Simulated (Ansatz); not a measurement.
# Single-point calculation, with input and output: CH$_{6}$AlN

- system: CH$_{6}$AlN
- method: RKS PBE0-D4/def2-TZVPP (Ansatz 0.2.0)

The geometry comes from this level: PBE0-D4/def2-TZVP.

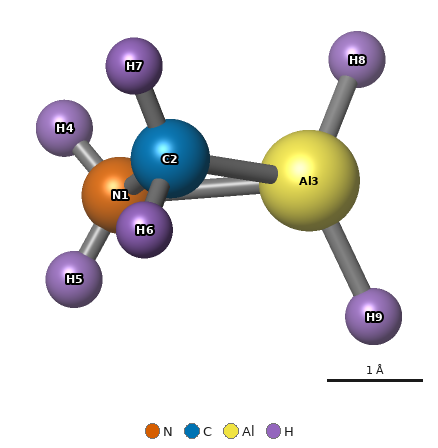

Figure 1. The structure as given in the input (ball-and-stick view, seen at a tilt; atoms are numbered from 1 in the order of the input). Sticks mark near contacts.

## Input file
```yaml
crystal:
  periodic: [false, false, false]
  atoms:
    - {symbol: N, position_ang: [-0.728506, 0.266130, -0.477100]}
    - {symbol: C, position_ang: [0.781787, 0.452334, -0.390641]}
    - {symbol: Al, position_ang: [0.149854, -0.794583, 0.971968]}
    - {symbol: H, position_ang: [-1.040521, -0.142460, -1.346752]}
    - {symbol: H, position_ang: [-1.254686, 1.110317, -0.300809]}
    - {symbol: H, position_ang: [1.025848, 1.490873, -0.182074]}
    - {symbol: H, position_ang: [1.257861, 0.130959, -1.313474]}
    - {symbol: H, position_ang: [0.130777, -2.343952, 0.620939]}
    - {symbol: H, position_ang: [-0.233913, -0.215817, 2.400843]}
basis:
  gaussian: {orbitals: def2-TZVPP}
hamiltonian: {xc: pbe0, dispersion: d4}
output: {orbitals: {seedname: orbitals}}
```

Hardware: 2 threads of INTEL XEON PLATINUM @ 2.30GHz, 23 GiB of memory available, shared host.

Run as:
```bash
ansatz run in.yaml --threads 2 --pin off --events-out ev --progress --plain --max-ram 4352MiB
```

## The program's output
```
Functional definition: PBE0
  name "PBE0"
  cite "Adamo & Barone, J. Chem. Phys. 110, 6158 (1999) doi:10.1063/1.478522"
  cite "Perdew, Burke & Ernzerhof, Phys. Rev. Lett. 77, 3865 (1996) doi:10.1103/PhysRevLett.77.3865"
  parent pbe
  parameter a = 0.25
  parameter kappa = 0.804
  parameter beta = 0.06672455060314922
  exchange = (1 - a)*pbe_x(kappa = kappa, mu = beta*pi^2/3) + a*exact_x
  correlation = pbe_c(beta = beta)
989 factors; their error is unknown
mean field evaluation 1: about -9209.2865 eV, gradient 5.7e1 eV
mean field evaluation 2: about -9201.2891 eV, gradient 7.9e1 eV
mean field evaluation 4: about -9216.3144 eV, gradient 2.9e0 eV
mean field evaluation 8: about -9216.3394 eV, gradient 3.4e-2 eV
mean field -9216.33944644 eV, -338.6942275975 hartree, gradient 4.9e-5 eV, S^2 0.000000; 0 other end points of the search recorded, 0 dependent functions left out
reference -9216.33947993 eV, -338.6942288281 hartree; 16, 16 occupied and 172, 172 virtual orbitals, 989 factors
Total energy: -9216.45267790 eV, -338.6983887768 hartree
```

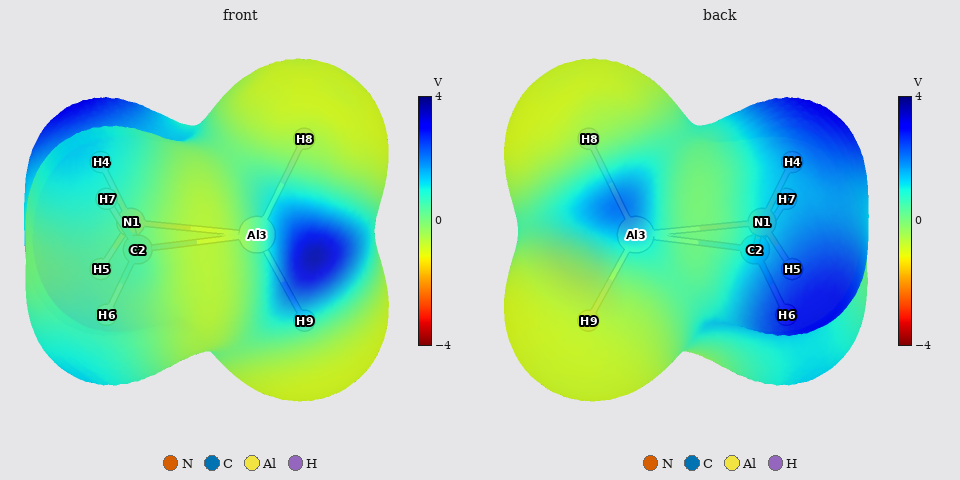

Figure 2. The electrostatic potential painted on the density surface at 0.004 e/bohr³, seen at a tilt and from behind; the colour scale runs from red (negative) to blue (positive).

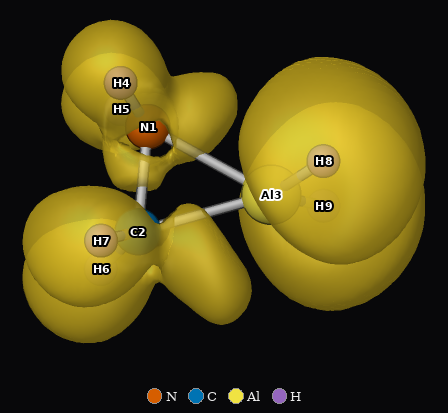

Figure 3. Isosurface of the electron localisation function at 0.75 (yellow), seen from the side. Core shells and regions of very low density are left out. Values along the shortest contacts: C–N (1.52 Å): the ELF peaks at about 0.95 between the atoms (a covalent bond). C–Al (1.95 Å): the ELF peaks at about 0.90 in the valence shell of C, 0.7 Å from its nucleus, and is about 0.75 at the midpoint.

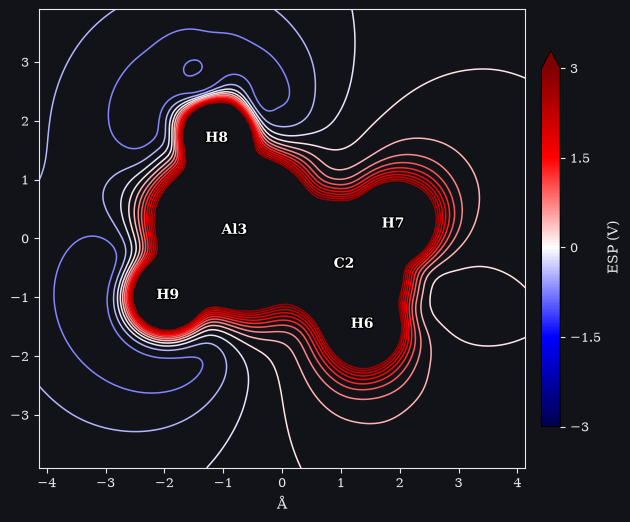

Figure 4. Molecular electrostatic potential on the plane of atoms C2, Al3 and H8.

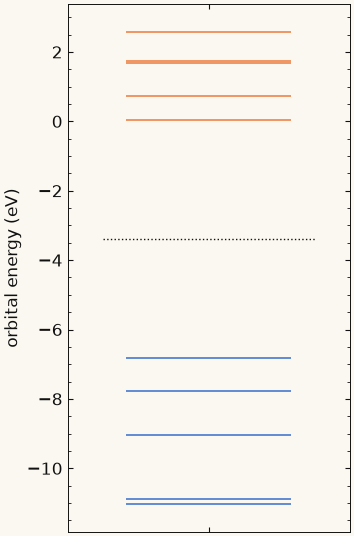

Figure 5. Orbital energies near the frontier; the dotted line parts filled from empty levels, and levels within 0.02 eV of each other stand side by side. Highest filled −6.82 eV, lowest empty 0.04 eV, 6.86 eV apart.

## Key numbers

```json
{"quantity": "outcome", "value": "converged"}
{"quantity": "total energy", "value": "−9216.4527 eV"}
{"quantity": "mean-field energy", "value": "−9216.3395 eV"}
{"quantity": "dispersion energy", "value": "−0.1132 eV"}
{"quantity": "SCF solution under orbital rotations", "value": "stable"}
{"quantity": "HOMO", "value": "−6.82 eV"}
{"quantity": "LUMO", "value": "0.04 eV"}
{"quantity": "wall time", "value": "1.3 s (CPU time 2.4 s)"}
{"quantity": "peak memory", "value": "0.39 GiB"}
```
